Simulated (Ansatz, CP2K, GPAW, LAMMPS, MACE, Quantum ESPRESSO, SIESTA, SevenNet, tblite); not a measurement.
## SIESTA on liquid (Rb,Li,Na)Br at 1000 K (90 atoms): settings against a plane-wave reference

How do the settings of SIESTA change the result for liquid (Rb,Li,Na)Br at 1000 K (90 atoms)? A plane-wave run serves as the yardstick.

Program: SIESTA 5.4.2. Level of theory: the method is named at each step. Results are calculated unless marked as measured.

## Step 1: The structure

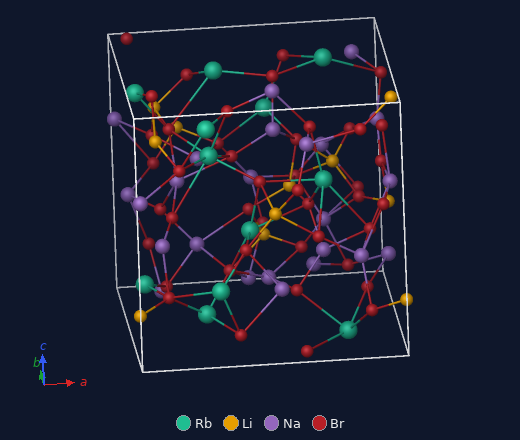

The cell as given, slightly off an axis (rubidium teal, lithium orange, sodium purple, bromine red). Bonds to atoms that aren't drawn are left out. Some periodic images of atoms are drawn too.

The cell holds 90 atoms: 12 Rb, 10 Li, 23 Na and 45 Br. Cell: a = 14.887 Å, b = 14.887 Å, c = 14.887 Å, α = 90.0°, β = 90.0°, γ = 90.0°. 90 atoms (12 Rb, 10 Li, 23 Na, 45 Br) placed at random at 2.63 g/cm³, melted at 1800 K for 10 ps at fixed volume with the Lennard-Jones and Coulomb ion parameters for SPC/E (Joung and Cheatham, J. Phys. Chem. B 112, 9020 (2008)), full charges. Snapshot at the end of a hold of 20 ps at 1000 K and fixed volume.

The yardstick, on the same geometry:

| Quantity | Value |
| --- | --- |
| method | Kohn-Sham DFT, PBE, SSSP efficiency 1.3.0 pseudopotentials, plane waves (Quantum ESPRESSO 7.5); sssp-pbe-1.3.0-efficiency, cutoffs 45/360 Ry, Γ point |
| r.m.s. force component | 0.2746 eV/Å |
| longest force | 1.019 eV/Å |
| pressure | -0.1697 GPa |
| gap (highest filled to lowest empty level) | 2.941 eV |
| time | 6.2 min on 4 MPI ranks of Arm Neoverse V2, shared host |
| CPU time | 25 min |

## Step 2: PBE, DZP, shift 0.01 Ry, mesh 500 Ry

Method: Kohn-Sham DFT, PBE, PseudoDojo 0.4.1 norm-conserving pseudopotentials (converted to PSML), numerical atomic orbitals (DZP), diagonalisation.

The .psml files are PseudoDojo norm-conserving potentials that we converted to this format, checked against plane waves on the same files for H, C, O, Si, Ge and Ca alone.

input.fdf reads:

```
SystemLabel cell
NumberOfAtoms 90
NumberOfSpecies 4
%block ChemicalSpeciesLabel
  1 37 Rb
  2 3 Li
  3 11 Na
  4 35 Br
%endblock ChemicalSpeciesLabel
LatticeConstant 1.0 Ang
%block LatticeVectors
  14.88690 0.00000 0.00000
  0.00000 14.88690 0.00000
  0.00000 0.00000 14.88690
%endblock LatticeVectors
PAO.BasisSize DZP
PAO.EnergyShift 0.01 Ry
PAO.Polarization.NonPerturbative T
XC.Functional GGA
XC.Authors PBE
MeshCutoff 500 Ry
%block kgrid_Monkhorst_Pack
  1 0 0 0.0
  0 1 0 0.0
  0 0 1 0.0
%endblock kgrid_Monkhorst_Pack
SolutionMethod diagon
OccupationFunction FD
ElectronicTemperature 580 K
SCF.Mixer.Method Pulay
SCF.Mixer.Weight 0.15
SCF.Mixer.History 8
SCF.Mix Hamiltonian
MaxSCFIterations 300
SCF.DM.Tolerance 1e-04
SCF.H.Tolerance 1.0e-3 eV
WriteForces T
Write.HirshfeldPop T
Write.VoronoiPop T
Write.DM F
Write.H F
XML.Write F
AtomicCoordinatesFormat Fractional
%block AtomicCoordinatesAndAtomicSpecies
  0.04831 0.47597 0.94017 1
  0.35219 0.56405 0.97971 1
  0.56090 0.82753 0.73127 1
  0.73212 0.33948 0.60026 1
  0.77044 0.63101 0.98140 1
  0.30697 0.36229 0.71319 1
  0.30485 0.00654 0.29705 1
  0.80346 0.31364 0.00961 1
  0.45354 0.37491 0.40548 1
  0.05055 0.35981 0.22368 1
  0.27349 0.05919 0.92086 1
  0.27290 0.27989 0.11757 1
  0.63035 0.64839 0.48002 2
  0.24419 0.99656 0.61837 2
  0.52920 0.12785 0.54737 2
  0.13724 0.70696 0.80046 2
  0.97615 0.11106 0.98482 2
  0.10036 0.26440 0.81482 2
  0.00100 0.02498 0.21308 2
  0.80148 0.72796 0.53824 2
  0.53699 0.75625 0.25739 2
  0.99139 0.56555 0.42138 2
  0.19710 0.51123 0.57147 3
  0.99608 0.68981 0.17267 3
  0.54442 0.12849 0.24954 3
  0.78316 0.97808 0.52175 3
  0.27386 0.62551 0.27881 3
  0.04106 0.84511 0.41619 3
  0.15150 0.80597 0.04176 3
  0.10562 0.17367 0.43255 3
  0.97009 0.68915 0.70764 3
  0.98172 0.34057 0.57706 3
  0.72990 0.42372 0.29472 3
  0.29377 0.71547 0.58498 3
  0.53129 0.54215 0.15915 3
  0.89857 0.85794 0.91952 3
  0.65500 0.13098 0.81330 3
  0.54531 0.27701 0.98191 3
  0.51313 0.95835 0.41677 3
  0.48509 0.88393 0.04649 3
  0.84897 0.16010 0.35215 3
  0.76706 0.80562 0.28620 3
  0.56282 0.50520 0.75252 3
  0.01310 0.99837 0.66512 3
  0.74018 0.98590 0.04974 3
  0.62849 0.10881 0.00574 4
  0.17557 0.13676 0.73690 4
  0.13376 0.79751 0.66069 4
  0.06840 0.98210 0.98382 4
  0.26990 0.76496 0.90155 4
  0.15956 0.33818 0.48592 4
  0.89980 0.33846 0.39546 4
  0.66732 0.64923 0.23463 4
  0.66896 0.84176 0.45115 4
  0.57078 0.53824 0.95215 4
  0.60986 0.04780 0.66299 4
[... 30 atom lines left out ...]
  0.48959 0.30229 0.61884 4
  0.12260 0.15795 0.23290 4
  0.95976 0.35732 0.79259 4
  0.89425 0.70627 0.40019 4
%endblock AtomicCoordinatesAndAtomicSpecies
```

Command:

```sh
OMP_NUM_THREADS=1 mpirun -np 2 siesta < input.fdf > output.txt
```

Log:

```text
Version         : 5.4.2
reinit: System Name:
reinit: System Label: cell
initatom: Reading input for the pseudopotentials and atomic orbitals ----------
Species number:   1 Atomic number:   37 Label: Rb
Species number:   2 Atomic number:    3 Label: Li
Species number:   3 Atomic number:   11 Label: Na
Species number:   4 Atomic number:   35 Label: Br
Ground state valence configuration (from tables):   5s01  5p00  4d00  4f00
Ground state valence configuration (from tables):   2s01  2p00  3d00  4f00
Ground state valence configuration (from tables):   3s01  3p00  3d00  4f00
Ground state valence configuration (from tables):   4s02  4p05  4d00  4f00
---- Processing specs for species: Rb
GGA--PBE XC_GGA_X_PBE--XC_GGA_C_PBE pb
Semicore shell(s) with  8 electrons included in the valence for Rb
---- Processing specs for species: Li
GGA--PBE XC_GGA_X_PBE--XC_GGA_C_PBE pb
Semicore shell(s) with  2 electrons included in the valence for Li
---- Processing specs for species: Na
GGA--PBE XC_GGA_X_PBE--XC_GGA_C_PBE pb
Semicore shell(s) with  8 electrons included in the valence for Na
---- Processing specs for species: Br
GGA--PBE XC_GGA_X_PBE--XC_GGA_C_PBE pb
Semicore shell(s): 4s 4p
Fallback to non-perturbative polarization scheme for Rb
Please see the manual if this is not desired in principle
Semicore shell(s): 1s
Semicore shell(s): 2s 2p
Fallback to non-perturbative polarization scheme for Na
Please see the manual if this is not desired in principle
Li pseudopotential only contains V_ls up to l=1 -- lmxkb reset.
Na pseudopotential only contains V_ls up to l=1 -- lmxkb reset.
Br pseudopotential only contains V_ls up to l=2 -- lmxkb reset.
Using PAO.SplitTailNorm
%block ChemicalSpeciesLabel
    1   37 Rb                      # Species index, atomic number, species label
    2    3 Li                      # Species index, atomic number, species label
    3   11 Na                      # Species index, atomic number, species label
[... lines left out ...]
Total number of electrons:   660.000000
[... lines left out ...]
outcell: Unit cell vectors (Ang):
       14.886900    0.000000    0.000000
        0.000000   14.886900    0.000000
        0.000000    0.000000   14.886900
outcell: Cell vector modules (Ang)   :   14.886900   14.886900   14.886900
outcell: Cell angles (23,13,12) (deg):     90.0000     90.0000     90.0000
outcell: Cell volume (Ang**3)        :   3299.2317
Gamma-point calculation with multiply-connected orbital pairs
Gamma-point calculation with multiply-connected orbital pairs
Folding of H and S implicitly performed
Folding of H and S implicitly performed
new_DM -- step:     1
Initializing Density Matrix...
Attempting to read DM from file... Failed...
DM filled with atomic data:
InitMesh: MESH = 216 x 216 x 216 = 10077696
InitMesh: Mesh cutoff (required, used) =   500.000   581.837 Ry
stepf: Fermi-Dirac step function
        iscf     Eharris(eV)        E_KS(eV)     FreeEng(eV)     dDmax    Ef(eV) dHmax(eV)
   scf:    1   -58876.990418   -58758.371563   -58758.371563  0.811491 -4.411987  4.770526
   scf:    2   -58763.765149   -58761.199106   -58761.199106  0.033147 -4.795536  3.633753
   scf:    3   -58765.278120   -58763.954588   -58763.954588  0.083499 -4.470340  1.073515
[...]
scf:   10   -58764.192799   -58764.192798   -58764.192798  0.000151 -4.459099  0.000763
   scf:   11   -58764.192798   -58764.192798   -58764.192798  0.000064 -4.459124  0.000242
SCF Convergence by DM+H criterion
max |DM_out - DM_in|         :     0.0000644472
max |H_out - H_in|      (eV) :     0.0002424736
SCF cycle converged after 11 iterations
Using DM_out to compute the final energy and forces
siesta: E_KS(eV) =           -58764.1928
siesta: E_KS - E_eggbox =    -58764.1928
siesta: Atomic forces (eV/Ang):
     1    0.160476    0.507461    0.291272
     2   -0.268719    0.046703   -0.240223
     3   -0.468120    0.517944   -0.279293
[...]
89    0.095793   -0.490633   -0.586396
    90    0.201129   -0.172130   -0.434913
----------------------------------------
   Tot    0.165544    0.014982    0.031866
----------------------------------------
   Max    0.979199
   Res    0.308402    sqrt( Sum f_i^2 / 3N )
----------------------------------------
   Max    0.979199    constrained
Stress tensor Voigt[x,y,z,yz,xz,xy] (kbar):        6.91       13.26        8.73        1.39       -3.12        1.27
(Free)E + p*V (eV/cell)   -58784.0336
Target enthalpy (eV/cell)   -58764.1928
siesta: Program's energy decomposition (eV):
siesta: Ebs     =    -13130.302365
siesta: Eions   =     76605.890478
siesta: Ena     =     12547.767670
siesta: Ekin    =     26614.469748
siesta: Enl     =     -8171.481041
siesta: DEna    =       294.132275
siesta: DUscf   =        12.803556
siesta: Ex      =    -12536.071681
siesta: Ec      =      -919.922848
siesta: Exc     =    -13455.994529
siesta: Eharris =    -58764.192798
siesta: Etot    =    -58764.192798
siesta: FreeEng =    -58764.192798
siesta: Final energy (eV):
siesta:  Band Struct. =  -13130.302365
siesta:       Kinetic =   26614.469748
siesta:       Hartree =   20484.462644
siesta:         Exch. =  -12536.071681
siesta:         Corr. =    -919.922848
siesta:   Exch.-corr. =  -13455.994529
siesta:  Ion-electron =  -68300.073697
siesta:       Ion-ion =  -24107.056964
siesta:         Total =  -58764.192798
siesta:         Fermi =      -4.459124
siesta: Stress tensor (static) (eV/Ang**3):
siesta:     0.004310    0.000790   -0.001944
siesta:     0.000790    0.008279    0.000870
siesta:    -0.001944    0.000870    0.005452
siesta: Cell volume =       3299.231676 Ang**3
siesta: Pressure (static):
siesta:                Solid            Molecule  Units
siesta:          -0.00006550         -0.00005250  Ry/Bohr**3
siesta:          -0.00601375         -0.00482053  eV/Ang**3
siesta:          -9.63509238         -7.72334028  kBar
    Orbital volume contribution        =          87.349038 eV
    (Free)E + p_basis*V_orbitals       =      -58676.843759 eV
    (Free)Eharris+ p_basis*V_orbitals  =      -58676.843760 eV
Hirshfeld Atomic Populations:
Atom #   charge [q] valence [e]  Species
     1     0.247610    8.752390  Rb
     2     0.288686    8.711314  Rb
     3     0.296985    8.703015  Rb
[...]
13     0.011331    2.988669  Li
    14     0.115085    2.884915  Li
    15     0.029886    2.970114  Li
[...]
23     0.236187    8.763813  Na
    24     0.243590    8.756410  Na
    25     0.277024    8.722976  Na
[...]
46    -0.219143    7.219143  Br
    47    -0.155062    7.155062  Br
    48    -0.154385    7.154385  Br
[...]
--------------------
 Total    -0.000020
Voronoi Atomic Populations:
Atom #   charge [q] valence [e]  Species
[...]
11     0.311351    8.688649  Rb
    12     0.289322    8.710678  Rb
[...]
21    -0.059832    3.059832  Li
    22     0.066420    2.933580  Li
[...]
44     0.330568    8.669432  Na
    45     0.222824    8.777176  Na
[...]
89    -0.247904    7.247904  Br
    90    -0.114504    7.114504  Br
--------------------
 Total    -0.000020
```

The job ended after 3.6 min (2 MPI ranks of Arm Neoverse V2, shared host; peak memory 4 GiB; 7.1 min of CPU time).

Banners, paths, timers and routine set-up lines are dropped from the logs unmarked, and long logs keep their key lines alone; longer cuts are marked.

Compared with the plane-wave run:

- r.m.s. force component: 0.3084 eV/Å
- r.m.s. difference of force components: 50.34 meV/Å
- longest difference of force vectors: 196 meV/Å
- force difference over r.m.s. force: 18.33 %
- slope of forces against the reference's: 1.114
- correlation of force components: 0.9918
- gap (highest filled to lowest empty level): 2.763 eV
- gap difference: -0.1785 eV
- pressure: -0.9635 GPa
- pressure difference: -0.7938 GPa

Length of the force difference by element (eV/Å):

| element | atoms | mean | most |
| --- | --- | --- | --- |
| Br | 45 | 0.078 | 0.20 |
| Li | 10 | 0.087 | 0.14 |
| Na | 23 | 0.055 | 0.10 |
| Rb | 12 | 0.11 | 0.18 |

Levels nearest the highest filled one (eV from it): -0.53, -0.51, -0.50, -0.48, -0.46, -0.45, -0.40, -0.36, -0.31, -0.23, -0.08, 0.00, 2.76, 3.74, 3.82, 3.91, 4.00, 4.01, 4.05, 4.42, 4.51, 4.56, 4.58, 4.72.

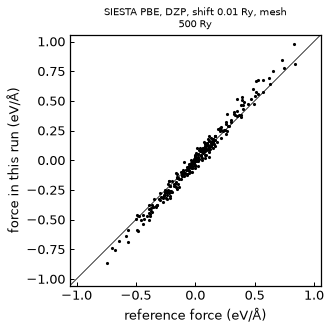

Force components against those of the reference; the line marks equality.

The surroundings of Li20, one of the 10 Li atoms, nearest first, numbered as they follow in the input and with coordinates relative to it.

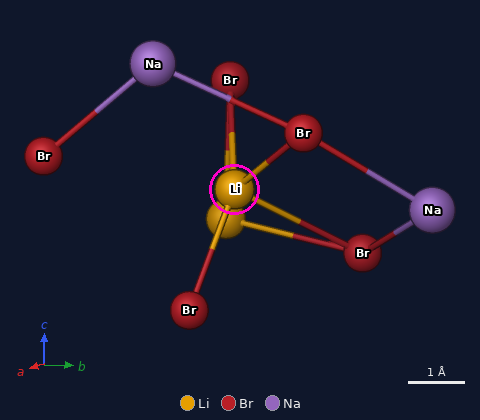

The atoms of the table, within 3.7 Å (arrows a, b, c point along x, y, z); some may hide others; the central atom is ringed.

| atom | x | y | z | distance (Å) | Hirshfeld charge (e) | Fx | Fy | Fz (eV/Å) |
| --- | --- | --- | --- | --- | --- | --- | --- | --- |
| Li20 | 0.00 | 0.00 | 0.00 | 0.00 | 0.04 | -0.23 | 0.12 | 0.18 |
| Br61 | 1.19 | 1.81 | 1.23 | 2.49 | -0.16 | 0.20 | 0.04 | 0.38 |
| Br90 | 1.38 | -0.32 | -2.06 | 2.50 | -0.12 | 0.20 | -0.17 | -0.43 |
| Br84 | -2.04 | -0.90 | 1.71 | 2.81 | -0.19 | 0.57 | -0.69 | -0.33 |
| Br54 | -1.97 | 1.69 | -1.30 | 2.91 | -0.10 | 0.13 | -0.38 | 0.14 |
| Li13 | -2.55 | -1.18 | -0.87 | 2.94 | 0.01 | -0.64 | 0.18 | -0.11 |
| Na31 | 2.51 | -0.58 | 2.52 | 3.60 | 0.21 | -0.14 | 0.12 | -0.74 |
| Na26 | -0.27 | 3.72 | -0.25 | 3.74 | 0.17 | -0.04 | 0.26 | -0.03 |
| Br66 | 2.48 | -2.71 | 0.75 | 3.75 | -0.18 | 0.01 | -0.43 | -0.17 |

Forces lie 18 % from the reference's, at 0.29 times its CPU time (on 2 against 4 cores).

## Step 3: PBE, SZ, shift 0.02 Ry, mesh 500 Ry

Method: Kohn-Sham DFT, PBE, PseudoDojo 0.4.1 norm-conserving pseudopotentials (converted to PSML), numerical atomic orbitals (SZ), diagonalisation.

input.fdf: that of step 2 with these lines changed.

```diff
@@ -15,4 +15,4 @@
 %endblock LatticeVectors
-PAO.BasisSize DZP
-PAO.EnergyShift 0.01 Ry
+PAO.BasisSize SZ
+PAO.EnergyShift 0.02 Ry
 PAO.Polarization.NonPerturbative T
```

Command:

```sh
OMP_NUM_THREADS=1 siesta < input.fdf > output.txt
```

Log:

```text
Version         : 5.4.2
reinit: System Name:
reinit: System Label: cell
initatom: Reading input for the pseudopotentials and atomic orbitals ----------
Species number:   1 Atomic number:   37 Label: Rb
Species number:   2 Atomic number:    3 Label: Li
Species number:   3 Atomic number:   11 Label: Na
Species number:   4 Atomic number:   35 Label: Br
[... lines left out ...]
SCF Convergence by DM+H criterion
[... lines left out ...]
SCF cycle converged after 10 iterations
[... lines left out ...]
   Max    0.900261
[... lines left out ...]
   Max    0.900261    constrained
Stress tensor Voigt[x,y,z,yz,xz,xy] (kbar):       30.05       41.09       34.61        2.31       -3.30        1.37
[... lines left out ...]
siesta: FreeEng =    -58578.174475
[... lines left out ...]
siesta:         Fermi =      -2.651525
[... lines left out ...]
siesta:         -35.24928393        -36.43826428  kBar
[... lines left out ...]
     3     0.395284    8.604716  Rb
[...]
13     0.183091    2.816909  Li
    14     0.267279    2.732721  Li
    15     0.199001    2.800999  Li
[...]
23     0.314968    8.685032  Na
    24     0.333239    8.666761  Na
    25     0.357141    8.642859  Na
[...]
46    -0.303272    7.303272  Br
    47    -0.293755    7.293755  Br
    48    -0.277030    7.277030  Br
[...]
--------------------
 Total     0.000003
Voronoi Atomic Populations:
Atom #   charge [q] valence [e]  Species
[...]
11     0.323253    8.676747  Rb
    12     0.314402    8.685598  Rb
[...]
21     0.160492    2.839508  Li
    22     0.247555    2.752445  Li
[...]
44     0.381758    8.618242  Na
    45     0.304107    8.695893  Na
[...]
89    -0.337466    7.337466  Br
    90    -0.250122    7.250122  Br
--------------------
 Total     0.000004
```

Elapsed: 2.5 min, on 1 thread; peak memory 1.7 GiB.

Compared with the plane-wave run:

* r.m.s. force component: 0.3211 eV/Å
* r.m.s. difference of force components: 126.1 meV/Å
* longest difference of force vectors: 460.7 meV/Å
* force difference over r.m.s. force: 45.92 %
* slope of forces against the reference's: 1.078
* correlation of force components: 0.9221
* gap (highest filled to lowest empty level): 1.633 eV
* gap difference: -1.308 eV
* pressure: -3.525 GPa
* pressure difference: -3.355 GPa

This is a coarse setting, run to see what it loses.

Against the first run (18 %), the force difference from the reference is 46 %, at 0.35 times the CPU time (on 1 against 2 cores).

## Step 4: PBE, SZP, shift 0.01 Ry, mesh 500 Ry

Method: Kohn-Sham DFT, PBE, PseudoDojo 0.4.1 norm-conserving pseudopotentials (converted to PSML), numerical atomic orbitals (SZP), diagonalisation.

input.fdf: that of step 3 with these lines changed.

```diff
@@ -15,4 +15,4 @@
 %endblock LatticeVectors
-PAO.BasisSize SZ
-PAO.EnergyShift 0.02 Ry
+PAO.BasisSize SZP
+PAO.EnergyShift 0.01 Ry
 PAO.Polarization.NonPerturbative T
```

Command:

```sh
OMP_NUM_THREADS=1 mpirun -np 2 siesta < input.fdf > output.txt
```

Log:

```text
Version         : 5.4.2
reinit: System Name:
reinit: System Label: cell
initatom: Reading input for the pseudopotentials and atomic orbitals ----------
Species number:   1 Atomic number:   37 Label: Rb
Species number:   2 Atomic number:    3 Label: Li
Species number:   3 Atomic number:   11 Label: Na
Species number:   4 Atomic number:   35 Label: Br
Ground state valence configuration (from tables):   5s01  5p00  4d00  4f00
Ground state valence configuration (from tables):   2s01  2p00  3d00  4f00
[... lines left out ...]
        iscf     Eharris(eV)        E_KS(eV)     FreeEng(eV)     dDmax    Ef(eV) dHmax(eV)
[... lines left out ...]
SCF Convergence by DM+H criterion
[... lines left out ...]
SCF cycle converged after 10 iterations
[... lines left out ...]
   Max    1.001199
[... lines left out ...]
   Max    1.001199    constrained
Stress tensor Voigt[x,y,z,yz,xz,xy] (kbar):        8.28       14.91       10.22        1.42       -3.24        1.31
[... lines left out ...]
siesta: FreeEng =    -58757.555052
[... lines left out ...]
siesta:         Fermi =      -4.005721
[... lines left out ...]
siesta:          -0.00695050         -0.00573617  eV/Ang**3
siesta:         -11.13592136         -9.19036059  kBar
    Orbital volume contribution        =          72.147424 eV
    (Free)E + p_basis*V_orbitals       =      -58685.407628 eV
    (Free)Eharris+ p_basis*V_orbitals  =      -58685.407629 eV
Hirshfeld Atomic Populations:
Atom #   charge [q] valence [e]  Species
     1     0.260966    8.739034  Rb
     2     0.298739    8.701261  Rb
     3     0.309101    8.690899  Rb
[...]
13     0.022267    2.977733  Li
    14     0.122807    2.877193  Li
    15     0.038748    2.961252  Li
[...]
23     0.243763    8.756237  Na
    24     0.250887    8.749113  Na
    25     0.279869    8.720131  Na
[...]
46    -0.226918    7.226918  Br
    47    -0.164414    7.164414  Br
    48    -0.164738    7.164738  Br
[...]
--------------------
 Total    -0.000021
Voronoi Atomic Populations:
Atom #   charge [q] valence [e]  Species
[...]
11     0.313784    8.686216  Rb
    12     0.291046    8.708954  Rb
[...]
21    -0.046767    3.046767  Li
    22     0.072994    2.927006  Li
[...]
44     0.335929    8.664071  Na
    45     0.230892    8.769108  Na
[...]
89    -0.250763    7.250763  Br
    90    -0.126697    7.126697  Br
--------------------
 Total    -0.000020
```

It took 3 min on 2 MPI ranks; peak memory 3.8 GiB; 6 min of CPU time.

Compared with the plane-wave run:

* r.m.s. force component: 0.3168 eV/Å
* r.m.s. difference of force components: 62.15 meV/Å
* longest difference of force vectors: 255.7 meV/Å
* force difference over r.m.s. force: 22.63 %
* slope of forces against the reference's: 1.14
* correlation of force components: 0.988
* gap (highest filled to lowest empty level): 2.791 eV
* gap difference: -0.1508 eV
* pressure: -1.114 GPa
* pressure difference: -0.9439 GPa

This is a coarse setting, run to see what it loses.

Against the first run (18 %), the force difference from the reference is 23 %, at 0.84 times the CPU time, with 735 basis functions against 960: the smaller basis costs accuracy.

(Continued in part 2 of 2.)

[Also dropped from logs without a mark: logging warnings of Python, and SIESTA's first energy breakdown and zero terms.]

[Logs are printed without paths, hosts, clocks, repeated set-up lines and the standing remarks that a program may print on its own settings, such as how far it seeks lower states.]

[Hosts, paths, dates, database ids (printed as entryN), source tags and the programs' standing remarks are cut or masked in the printed files.]
